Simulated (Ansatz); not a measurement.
C2H9BSi2: geometry relaxation

- system: C2H9BSi2, SMILES [SiH3]C1BC[SiH2]1
- method: RKS B3LYP-D4/def2-SVP (Ansatz 0.2.0)

Figures and captions count atoms from 1; the log counts them from 0 in places.

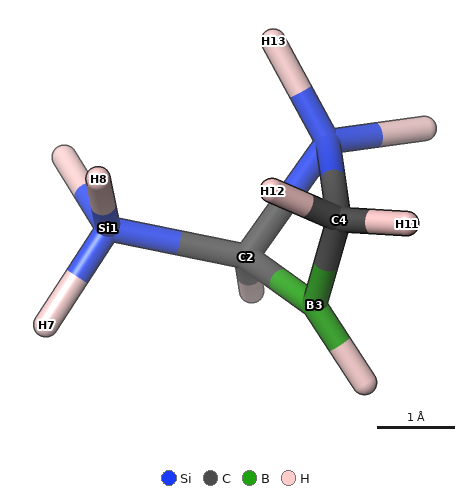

The input geometry (stick view, seen at a tilt; atoms are numbered from 1 in the order of the input). Bond lengths as drawn: B–C 1.57 Å, B–H 1.22 Å, C–H 1.10 to 1.11 Å, C–Si 1.89 to 1.93 Å and H–Si 1.50 to 1.51 Å.

### The input
```yaml
crystal:
  periodic: [false, false, false]
  atoms:
    - { symbol: Si, position_ang: [-1.359205, 1.112186, 0.856752] }
    - { symbol: C, position_ang: [-0.04464, 0.838014, -0.469552] }
    - { symbol: B, position_ang: [-0.100264, -0.474985, -1.337009] }
    - { symbol: C, position_ang: [0.400182, -1.658951, -0.435279] }
    - { symbol: Si, position_ang: [1.405847, -0.180964, 0.287497] }
    - { symbol: H, position_ang: [-0.936898, 2.195266, 1.81454] }
    - { symbol: H, position_ang: [-2.673122, 1.516049, 0.240752] }
    - { symbol: H, position_ang: [-1.573146, -0.153228, 1.646379] }
    - { symbol: H, position_ang: [0.113261, 1.791967, -1.010598] }
    - { symbol: H, position_ang: [-0.092484, -0.477933, -2.556111] }
    - { symbol: H, position_ang: [0.827348, -2.576821, -0.872894] }
    - { symbol: H, position_ang: [-0.259398, -1.904804, 0.424439] }
    - { symbol: H, position_ang: [1.539226, -0.13665, 1.786663] }
    - { symbol: H, position_ang: [2.740494, 0.081654, -0.346579] }
basis:
  gaussian: { orbitals: def2-SVP }
hamiltonian:
  xc: { name: B3LYP }
  dispersion: d4
output:
  forces: true
relax:
  f_tol: 0.003
  max_steps: 120
```

Hardware: 1 thread of Intel Xeon @ 2.50GHz (Skylake/Cascade Lake), 189 GiB of memory available, shared host.

Launched with:
```bash
ansatz run input.yaml --threads 1 --pin off --max-ram 2560MiB --backend cpu --events-out ev --progress --plain --runs-dir out
```

### The program's output
```
The last accepted step is kept in [file] (removed where the run ends without a failure and the disk answers)
Engine: ansatz 0.2.0, x86_64-unknown-linux-gnu
Functional definition: B3LYP
  parameter a0 = 0.2
  parameter ax = 0.72
  parameter ac = 0.81
  exchange = (1 - a0 - ax)*slater_x + ax*b88_x + a0*exact_x
  correlation = (1 - ac)*vwn_rpa_c + ac*lyp_c
1334 factors; integrals over basis functions are off by at most 5.8e-4 eV
mean field evaluation 1: about -18636.6279 eV, gradient 6.1e1 eV
mean field evaluation 2: about -18625.5223 eV, gradient 8.3e1 eV
mean field evaluation 4: about -18646.0018 eV, gradient 3.6e0 eV
mean field evaluation 8: about -18646.0488 eV, gradient 3.0e-2 eV
mean field evaluation 16: about -18646.0488 eV, gradient 2.7e-5 eV
mean field -18646.04878160 eV, -685.2296539779 hartree, gradient 2.7e-5 eV, S^2 0.000000; 0 other end points of the search recorded, 0 dependent functions left out
the calculation of the forces begins
reference -18646.04908164 eV, -685.2296650042 hartree; 27, 27 occupied and 96, 96 virtual orbitals, 1334 factors
relax step   1: F+E_penalty+E_count = -18646.63986342 eV  Δ(F+E_penalty+E_count) = +0.000e0 eV  max|allowed force component| = 2.583e-1 eV/Å  Δτ_max = 0.0000 Å  (25 SCF iters, accepted)
these checks for a lower state are left out or cut short: starts, cluster_reference, orbital_swaps, neighbouring_geometries, increment
1334 factors; integrals over basis functions are off by at most 5.5e-4 eV
mean field -18646.06518796 eV, -685.2302569006 hartree, gradient 1.0e-5 eV, S^2 0.000000; 0 other end points of the search recorded, 0 dependent functions left out
the calculation of the forces begins
reference -18646.06548725 eV, -685.2302678992 hartree; 27, 27 occupied and 96, 96 virtual orbitals, 1334 factors
relax step   2: F+E_penalty+E_count = -18646.65632284 eV  Δ(F+E_penalty+E_count) = -1.646e-2 eV  max|allowed force component| = 1.038e-1 eV/Å  Δτ_max = 0.0257 Å  (29 SCF iters, accepted)
these checks for a lower state are left out or cut short: starts, cluster_reference, orbital_swaps, neighbouring_geometries, increment
1334 factors; integrals over basis functions are off by at most 5.5e-4 eV
mean field -18646.06829386 eV, -685.2303710405 hartree, gradient 1.0e-5 eV, S^2 0.000000; 0 other end points of the search recorded, 0 dependent functions left out
the calculation of the forces begins
reference -18646.06859307 eV, -685.2303820360 hartree; 27, 27 occupied and 96, 96 virtual orbitals, 1334 factors
relax step   3: F+E_penalty+E_count = -18646.65918150 eV  Δ(F+E_penalty+E_count) = -2.859e-3 eV  max|allowed force component| = 6.229e-2 eV/Å  Δτ_max = 0.0356 Å  (29 SCF iters, accepted)
these checks for a lower state are left out or cut short: starts, cluster_reference, orbital_swaps, neighbouring_geometries, increment
1334 factors; integrals over basis functions are off by at most 5.5e-4 eV
mean field evaluation 32: about -18646.0582 eV, gradient 3.8e-3 eV
mean field -18646.06988346 eV, -685.2304294572 hartree, gradient 1.0e-5 eV, S^2 0.000000; 0 other end points of the search recorded, 0 dependent functions left out
the calculation of the forces begins
reference -18646.07018286 eV, -685.2304404597 hartree; 27, 27 occupied and 96, 96 virtual orbitals, 1334 factors
relax step   4: F+E_penalty+E_count = -18646.66034493 eV  Δ(F+E_penalty+E_count) = -1.163e-3 eV  max|allowed force component| = 4.311e-2 eV/Å  Δτ_max = 0.0284 Å  (29 SCF iters, accepted)
these checks for a lower state are left out or cut short: starts, cluster_reference, orbital_swaps, neighbouring_geometries, increment
1334 factors; integrals over basis functions are off by at most 5.6e-4 eV
mean field -18646.07191435 eV, -685.2305040907 hartree, gradient 9.8e-6 eV, S^2 0.000000; 0 other end points of the search recorded, 0 dependent functions left out
the calculation of the forces begins
reference -18646.07221414 eV, -685.2305151079 hartree; 27, 27 occupied and 96, 96 virtual orbitals, 1334 factors
relax step   5: F+E_penalty+E_count = -18646.66135485 eV  Δ(F+E_penalty+E_count) = -1.010e-3 eV  max|allowed force component| = 3.603e-2 eV/Å  Δτ_max = 0.0546 Å  (29 SCF iters, accepted)
these checks for a lower state are left out or cut short: starts, cluster_reference, orbital_swaps, neighbouring_geometries, increment
1334 factors; integrals over basis functions are off by at most 5.6e-4 eV
mean field -18646.07192285 eV, -685.2305044031 hartree, gradient 1.1e-5 eV, S^2 0.000000; 0 other end points of the search recorded, 0 dependent functions left out
the calculation of the forces begins
reference -18646.07222264 eV, -685.2305154203 hartree; 27, 27 occupied and 96, 96 virtual orbitals, 1334 factors
relax step   6: F+E_penalty+E_count = -18646.66147218 eV  Δ(F+E_penalty+E_count) = -1.173e-4 eV  max|allowed force component| = 8.981e-3 eV/Å  Δτ_max = 0.0051 Å  (23 SCF iters, accepted)
these checks for a lower state are left out or cut short: starts, cluster_reference, orbital_swaps, neighbouring_geometries, increment
1334 factors; integrals over basis functions are off by at most 5.6e-4 eV
mean field -18646.07178958 eV, -685.2304995055 hartree, gradient 2.1e-5 eV, S^2 0.000000; 0 other end points of the search recorded, 0 dependent functions left out
the calculation of the forces begins
reference -18646.07208928 eV, -685.2305105194 hartree; 27, 27 occupied and 96, 96 virtual orbitals, 1334 factors
relax step   7: F+E_penalty+E_count = -18646.66149544 eV  Δ(F+E_penalty+E_count) = -2.326e-5 eV  max|allowed force component| = 1.437e-2 eV/Å  Δτ_max = 0.0081 Å  (22 SCF iters, accepted)
these checks for a lower state are left out or cut short: starts, cluster_reference, orbital_swaps, neighbouring_geometries, increment
1334 factors; integrals over basis functions are off by at most 5.6e-4 eV
mean field -18646.07177129 eV, -685.2304988334 hartree, gradient 4.0e-5 eV, S^2 0.000000; 0 other end points of the search recorded, 0 dependent functions left out
the calculation of the forces begins
reference -18646.07207099 eV, -685.2305098473 hartree; 27, 27 occupied and 96, 96 virtual orbitals, 1334 factors
relax step   8: F+E_penalty+E_count = -18646.66152987 eV  Δ(F+E_penalty+E_count) = -3.443e-5 eV  max|allowed force component| = 5.058e-3 eV/Å  Δτ_max = 0.0028 Å  (20 SCF iters, accepted)
these checks for a lower state are left out or cut short: starts, cluster_reference, orbital_swaps, neighbouring_geometries, increment
1334 factors; integrals over basis functions are off by at most 5.6e-4 eV
mean field evaluation 64: about -18646.0717 eV, gradient 2.0e-5 eV
mean field -18646.07172871 eV, -685.2304972687 hartree, gradient 2.0e-5 eV, S^2 0.000000; 0 other end points of the search recorded, 0 dependent functions left out
the calculation of the forces begins
reference -18646.07202842 eV, -685.2305082827 hartree; 27, 27 occupied and 96, 96 virtual orbitals, 1334 factors
relax step   9: F+E_penalty+E_count = -18646.66153187 eV  Δ(F+E_penalty+E_count) = -2.000e-6 eV  max|allowed force component| = 2.150e-3 eV/Å  Δτ_max = 0.0014 Å  (19 SCF iters, accepted)
```

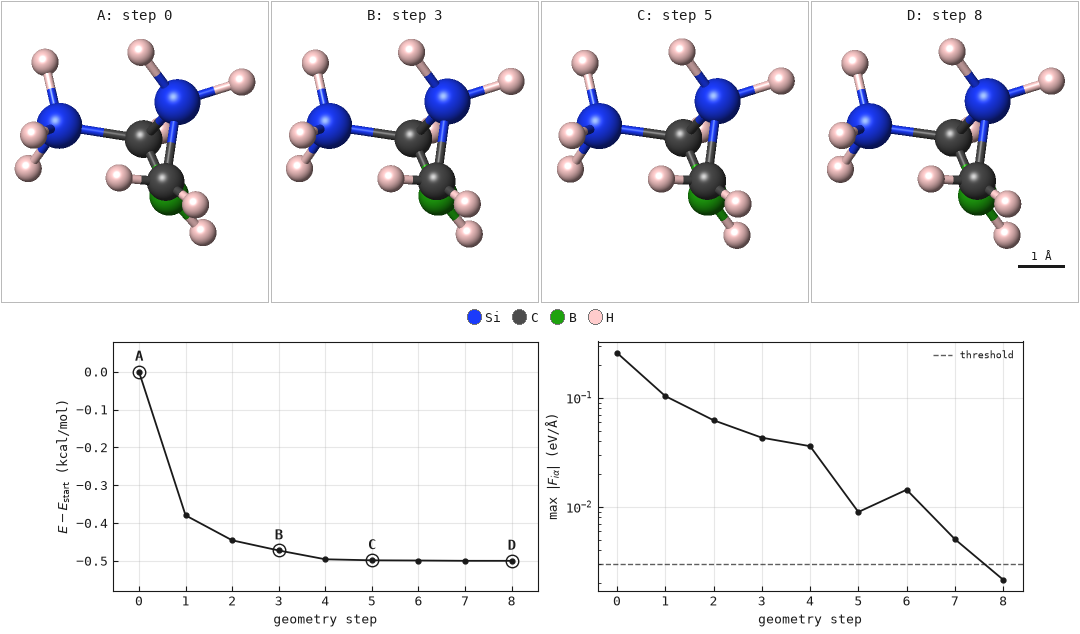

Frames of the relaxation (ball-and-stick view, seen at a tilt) above the curves, on which the letters mark them (the first geometry is step 0 here and step 1 in the log).

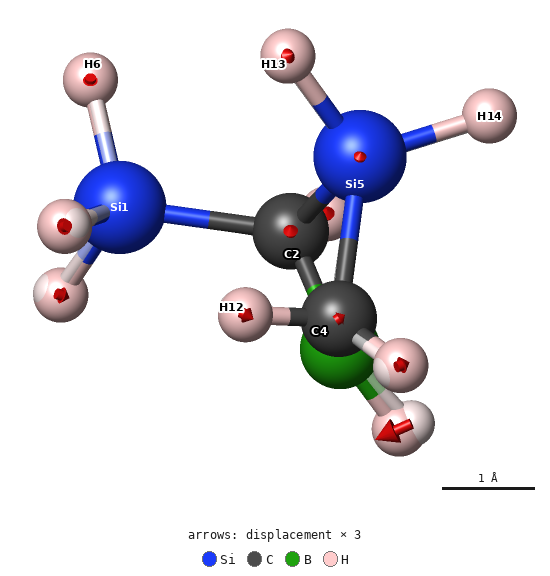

Start (faint) and end (solid) with the displacements as red arrows, magnified 3 times (ball-and-stick view, seen at a tilt). The two geometries are laid on each other by the best rigid fit. Over 8 geometry steps the energy falls by 0.50 kcal/mol. Largest force component: 0.26 eV/Å at the start, 0.0022 eV/Å at the end. The atom that moves furthest after the best rigid fit is H10 (0.15 Å). Largest moves by element: H 0.15 Å, C 0.04 Å, Si 0.03 Å, B 0.03 Å. Among the contacts that change: Si1–H6 1.506 → 1.493 Å, Si5–H14 1.501 → 1.488 Å, B3–H10 1.219 → 1.208 Å, C2–Si5 1.928 → 1.919 Å. Among the angles that change: Si1–C2–Si5 109.0° → 111.1°. (Atoms are counted from 1 in the order of the input.)

```
1334 factors; integrals over basis functions are off by at most 5.6e-4 eV
mean field -18646.07172871 eV, -685.2304972687 hartree, gradient 2.0e-5 eV, S^2 0.000000; 1 other end points of the search recorded, 0 dependent functions left out
the calculation of the forces begins
reference -18646.07202842 eV, -685.2305082827 hartree; 27, 27 occupied and 96, 96 virtual orbitals, 1334 factors
Total energy: -18646.66183158 eV, -685.2521831490 hartree
Atom 0 at    -1.368290     1.123642     0.843177 Å, force    -0.001874    -0.000710    -0.002150 eV/Å
Atom 1 at    -0.022046     0.820527    -0.436760 Å, force     0.000621     0.000381    -0.000839 eV/Å
Atom 2 at    -0.123837    -0.476691    -1.319815 Å, force    -0.001576     0.000176     0.001346 eV/Å
Atom 3 at     0.439373    -1.651709    -0.440536 Å, force     0.000973     0.001085    -0.000341 eV/Å
Atom 4 at     1.428022    -0.190628     0.310150 Å, force     0.000075     0.000569    -0.001162 eV/Å
Atom 5 at    -0.962296     2.210430     1.783049 Å, force     0.000014    -0.000756     0.000541 eV/Å
Atom 6 at    -2.650304     1.524826     0.190860 Å, force    -0.000364     0.000892     0.000153 eV/Å
Atom 7 at    -1.613999    -0.115414     1.640331 Å, force     0.001050     0.000432     0.000926 eV/Å
Atom 8 at     0.137900     1.767679    -0.975242 Å, force     0.000156    -0.000267     0.000764 eV/Å
Atom 9 at    -0.234873    -0.481880    -2.523135 Å, force     0.000368    -0.000170    -0.000016 eV/Å
Atom 10 at     0.868562    -2.549452    -0.900745 Å, force     0.000369    -0.000356     0.000424 eV/Å
Atom 11 at    -0.232891    -1.936544     0.388193 Å, force    -0.000315    -0.000029    -0.000032 eV/Å
Atom 12 at     1.577346    -0.163635     1.794615 Å, force     0.000038    -0.000446     0.000194 eV/Å
Atom 13 at     2.744536     0.089648    -0.325142 Å, force     0.000465    -0.000801     0.000193 eV/Å
Dipole moment:     0.093643    -0.023683     0.048782 e Å
```

### Trajectory as extended XYZ (Å, eV, eV/Å), 8 of the 9 frames kept, from step=1 to step=9
```
14
Properties=species:S:1:pos:R:3:forces:R:3 step=1 energy=-18646.63986
Si   -1.3592    1.1122    0.8568   -0.1479   0.0453   0.0726
C    -0.0446    0.8380   -0.4696    0.0518  -0.0141   0.0089
B    -0.1003   -0.4750   -1.3370   -0.1099   0.0000  -0.2316
C     0.4002   -1.6590   -0.4353    0.0020  -0.0145   0.1123
Si    1.4058   -0.1810    0.2875    0.2583   0.0451   0.1415
H    -0.9369    2.1953    1.8145   -0.0567  -0.1651  -0.1514
H    -2.6731    1.5160    0.2408    0.1939  -0.0596   0.0979
H    -1.5731   -0.1532    1.6464    0.0303   0.2034  -0.1207
H     0.1133    1.7920   -1.0106   -0.0167  -0.2314   0.1188
H    -0.0925   -0.4779   -2.5561   -0.0100  -0.0086   0.2352
H     0.8273   -2.5768   -0.8729   -0.0904   0.2136   0.0880
H    -0.2594   -1.9048    0.4244    0.1190   0.0334  -0.2257
H     1.5392   -0.1366    1.7867   -0.0224  -0.0084  -0.2524
H     2.7405    0.0817   -0.3466   -0.2014  -0.0390   0.1067
14
Properties=species:S:1:pos:R:3:forces:R:3 step=2 energy=-18646.65632
Si   -1.3656    1.1173    0.8522    0.0046  -0.0017   0.0257
C    -0.0422    0.8274   -0.4584   -0.0052   0.0320   0.0270
B    -0.1137   -0.4778   -1.3310    0.0613   0.0280  -0.1038
C     0.4090   -1.6535   -0.4364    0.0262  -0.0370   0.0607
Si    1.4142   -0.1825    0.2920   -0.0015  -0.0065   0.0393
H    -0.9413    2.1940    1.8002   -0.0173  -0.0286  -0.0392
H    -2.6697    1.5201    0.2392    0.0552  -0.0135   0.0046
H    -1.5826   -0.1346    1.6423   -0.0078   0.0439  -0.0219
H     0.1202    1.7741   -0.9992   -0.0123  -0.0468   0.0205
H    -0.1142   -0.4797   -2.5425   -0.0573  -0.0040   0.0628
H     0.8382   -2.5599   -0.8821   -0.0265   0.0399   0.0197
H    -0.2525   -1.9146    0.4102    0.0368   0.0052  -0.0559
H     1.5481   -0.1409    1.7798    0.0000  -0.0081  -0.0547
H     2.7395    0.0814   -0.3374   -0.0561  -0.0027   0.0150
14
Properties=species:S:1:pos:R:3:forces:R:3 step=3 energy=-18646.65918
Si   -1.3649    1.1195    0.8520    0.0161  -0.0060  -0.0342
C    -0.0391    0.8248   -0.4522    0.0356  -0.0341   0.0379
B    -0.1115   -0.4775   -1.3281   -0.0554   0.0077  -0.0372
C     0.4185   -1.6539   -0.4382    0.0623   0.0299   0.0194
Si    1.4160   -0.1843    0.2983   -0.0450  -0.0187  -0.0047
H    -0.9447    2.1988    1.7924    0.0067   0.0162   0.0130
H    -2.6588    1.5225    0.2278   -0.0179   0.0082  -0.0166
H    -1.5931   -0.1251    1.6431   -0.0052  -0.0146   0.0158
H     0.1229    1.7690   -0.9928   -0.0023   0.0240  -0.0080
H    -0.1491   -0.4814   -2.5361   -0.0138   0.0035  -0.0010
H     0.8486   -2.5549   -0.8889    0.0076  -0.0204  -0.0075
H    -0.2437   -1.9238    0.4018   -0.0201  -0.0035   0.0077
H     1.5513   -0.1489    1.7817    0.0080  -0.0015   0.0271
H     2.7349    0.0859   -0.3315    0.0234   0.0093  -0.0116
14
Properties=species:S:1:pos:R:3:forces:R:3 step=4 energy=-18646.66035
Si   -1.3663    1.1228    0.8494    0.0114   0.0003  -0.0209
C    -0.0357    0.8219   -0.4467    0.0236  -0.0336   0.0354
B    -0.1175   -0.4789   -1.3240   -0.0227   0.0107  -0.0368
C     0.4271   -1.6547   -0.4404    0.0431   0.0246   0.0158
Si    1.4178   -0.1870    0.3031   -0.0277  -0.0096  -0.0190
H    -0.9471    2.2043    1.7874    0.0040   0.0191   0.0158
H    -2.6551    1.5274    0.2157   -0.0204   0.0059  -0.0112
H    -1.6013   -0.1176    1.6452   -0.0067  -0.0188   0.0125
H     0.1263    1.7657   -0.9881   -0.0008   0.0280  -0.0107
H    -0.1770   -0.4813   -2.5306   -0.0152  -0.0012  -0.0120
H     0.8595   -2.5515   -0.8973    0.0077  -0.0241  -0.0083
H    -0.2350   -1.9337    0.3964   -0.0287  -0.0089   0.0191
H     1.5563   -0.1565    1.7863    0.0053  -0.0003   0.0303
H     2.7351    0.0897   -0.3274    0.0271   0.0077  -0.0101
14
Properties=species:S:1:pos:R:3:forces:R:3 step=6 energy=-18646.66147
Si   -1.3686    1.1260    0.8446   -0.0077   0.0000  -0.0069
C    -0.0247    0.8188   -0.4363    0.0068   0.0005  -0.0004
B    -0.1255   -0.4787   -1.3191    0.0090   0.0023  -0.0065
C     0.4416   -1.6534   -0.4423   -0.0011   0.0005   0.0053
Si    1.4267   -0.1907    0.3105    0.0028  -0.0030  -0.0084
H    -0.9589    2.2132    1.7827   -0.0016  -0.0041   0.0009
H    -2.6491    1.5303    0.1910   -0.0012   0.0002   0.0052
H    -1.6176   -0.1119    1.6427    0.0023   0.0031   0.0003
H     0.1355    1.7650   -0.9767   -0.0012  -0.0012   0.0037
H    -0.2351   -0.4831   -2.5228   -0.0031   0.0002   0.0045
H     0.8730   -2.5486   -0.9056   -0.0006   0.0011   0.0036
H    -0.2277   -1.9425    0.3874   -0.0034  -0.0002  -0.0006
H     1.5739   -0.1661    1.7953   -0.0008   0.0007  -0.0017
H     2.7436    0.0926   -0.3227   -0.0003  -0.0001   0.0008
14
Properties=species:S:1:pos:R:3:forces:R:3 step=7 energy=-18646.66150
Si   -1.3690    1.1241    0.8431    0.0012  -0.0011   0.0024
C    -0.0222    0.8203   -0.4361    0.0015  -0.0087   0.0008
B    -0.1240   -0.4770   -1.3197    0.0002   0.0088   0.0014
C     0.4394   -1.6523   -0.4410    0.0084   0.0009  -0.0029
Si    1.4279   -0.1915    0.3096   -0.0014   0.0053   0.0144
H    -0.9628    2.2124    1.7812   -0.0017  -0.0005   0.0003
H    -2.6515    1.5238    0.1906    0.0018   0.0008  -0.0003
H    -1.6144   -0.1135    1.6427    0.0015  -0.0004  -0.0010
H     0.1390    1.7683   -0.9726   -0.0029  -0.0018  -0.0072
H    -0.2348   -0.4819   -2.5226   -0.0012   0.0006  -0.0103
H     0.8712   -2.5491   -0.9011   -0.0108   0.0025   0.0016
H    -0.2338   -1.9373    0.3867    0.0022  -0.0043   0.0039
H     1.5781   -0.1645    1.7942    0.0006  -0.0012  -0.0018
H     2.7442    0.0889   -0.3260    0.0007  -0.0008  -0.0015
14
Properties=species:S:1:pos:R:3:forces:R:3 step=8 energy=-18646.66153
Si   -1.3688    1.1239    0.8430    0.0010  -0.0005   0.0024
C    -0.0224    0.8203   -0.4367    0.0015   0.0017  -0.0010
B    -0.1239   -0.4768   -1.3199    0.0011   0.0001   0.0051
C     0.4395   -1.6518   -0.4407    0.0019   0.0010  -0.0022
Si    1.4280   -0.1906    0.3102   -0.0022  -0.0016  -0.0011
H    -0.9626    2.2107    1.7827    0.0003   0.0009  -0.0003
H    -2.6509    1.5253    0.1909    0.0001  -0.0010  -0.0001
H    -1.6137   -0.1146    1.6414   -0.0013  -0.0007  -0.0012
H     0.1377    1.7676   -0.9750    0.0002  -0.0003  -0.0002
H    -0.2345   -0.4819   -2.5232   -0.0006  -0.0001  -0.0025
H     0.8694   -2.5492   -0.9011   -0.0016  -0.0001   0.0017
H    -0.2327   -1.9368    0.3880   -0.0006  -0.0011   0.0002
H     1.5776   -0.1643    1.7947   -0.0005   0.0006  -0.0009
H     2.7445    0.0890   -0.3253    0.0006   0.0011   0.0001
14
Properties=species:S:1:pos:R:3:forces:R:3 step=9 energy=-18646.66153
Si   -1.3683    1.1236    0.8432   -0.0019  -0.0007  -0.0022
C    -0.0220    0.8205   -0.4368    0.0006   0.0004  -0.0008
B    -0.1238   -0.4767   -1.3198   -0.0016   0.0002   0.0013
C     0.4394   -1.6517   -0.4405    0.0010   0.0011  -0.0003
Si    1.4280   -0.1906    0.3101    0.0001   0.0006  -0.0012
H    -0.9623    2.2104    1.7830    0.0000  -0.0008   0.0005
H    -2.6503    1.5248    0.1909   -0.0004   0.0009   0.0002
H    -1.6140   -0.1154    1.6403    0.0010   0.0004   0.0009
H     0.1379    1.7677   -0.9752    0.0002  -0.0003   0.0008
H    -0.2349   -0.4819   -2.5231    0.0004  -0.0002   0.0000
H     0.8686   -2.5495   -0.9007    0.0004  -0.0004   0.0004
H    -0.2329   -1.9365    0.3882   -0.0003   0.0000   0.0000
H     1.5773   -0.1636    1.7946    0.0000  -0.0004   0.0002
H     2.7445    0.0896   -0.3251    0.0005  -0.0008   0.0002
```

### Key numbers

| quantity | value |
| --- | --- |
| outcome | converged |
| total energy | −18646.6618 eV |
| mean-field energy | −18646.0720 eV |
| largest force (length of the vector) at the end | 0.003 eV/Å |
| wall time | 2.8 min |
| peak memory | 0.31 GiB |
